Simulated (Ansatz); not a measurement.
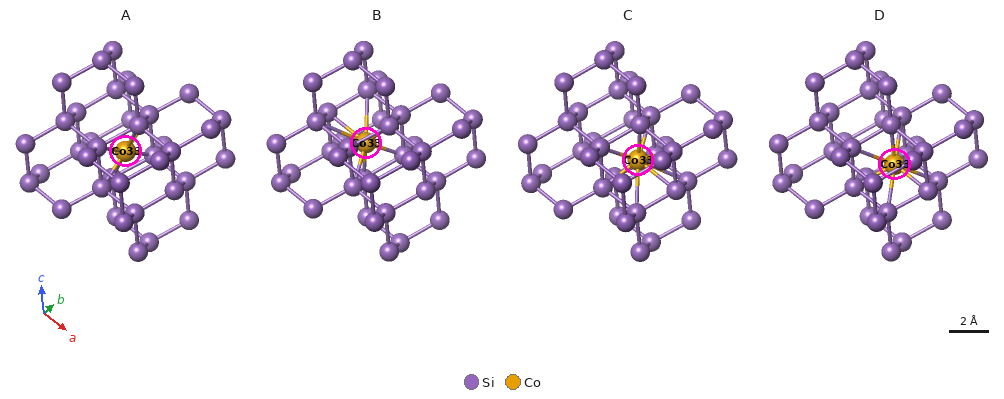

4 geometries from a converged minimum-energy path of a defect cell of composition CoSi32 (33 atoms in the cell), shuffled. Style: ball-and-stick. Shown: the atoms within 5.4 Å of the middle of the path, slightly off an axis. The moving atom is ringed, with any periodic copies. Bonds to atoms that aren't drawn are left out.

Computed with DFT PBE, scalar-relativistic, plane waves, PAW in Ansatz 0.2.0. Settings: plane-wave cutoff 420 eV; k-point mesh 2 × 2 × 2; Gaussian smearing 0.02 eV; spin collinear; 5 movable images; climbing image.

### Which frame is the top of the path?

A. In order along the path, whose images run from 0 to 6: B (image 1, +0.120 eV), A (image 3, +0.271 eV), C (image 5, +0.120 eV), D (image 6, 0.000 eV). The Co atom travels furthest, 2.35 Å from end to end, along +a, on a straight line. At the highest image its nearest neighbour (Si) is 2.32 Å away, against 2.40 Å at the start, and the surrounding atoms stand up to 0.06 Å off the mean of their end positions.

Cost: 2.3 min on 8 threads of AMD EPYC 9R45 96-Core Processor (Zen 5), with other jobs on the host, peak memory 6 GiB.
